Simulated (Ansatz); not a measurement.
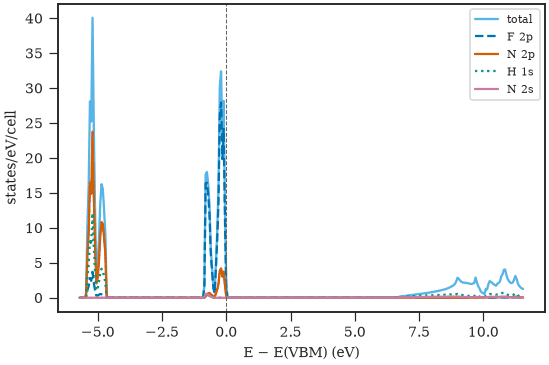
Fig. 1. Total and projected density of states of H4NF in space group P6_3mc (No. 186; H on 6c, H on 2b, N on 2b, F on 2b), the program Ansatz at the r²SCAN+D4 level (PAW)

Task: Which orbitals carry the states next to the gap?

Result: Top 1 eV of the valence band: F 2p 88 %, N 2p 10 %. Bottom 1 eV of the conduction band: H 1s 53 %, N 2s 21 %, outside the projected shells 21 %. Projections are on Löwdin-orthogonalised atomic valence shells; empty p or d shells of many metals are not among them.

Task: Where is the tallest occupied peak in this window, and what makes it?

Result: Near -5.2 eV, about 40 states/eV per cell; the largest projected share is N 2p.

The first step of the workflow began from a Materials Project structure, measured or hypothetical; the Crystallography Open Database files this formula in space group No. 186, but the cells were not matched. Whether it is the stable phase at ambient conditions was not checked. Symmetry was held in the r²SCAN+D4 relaxation; phonons on a q-mesh show no instability.

Potentials: the later of the program's two PAW sets.
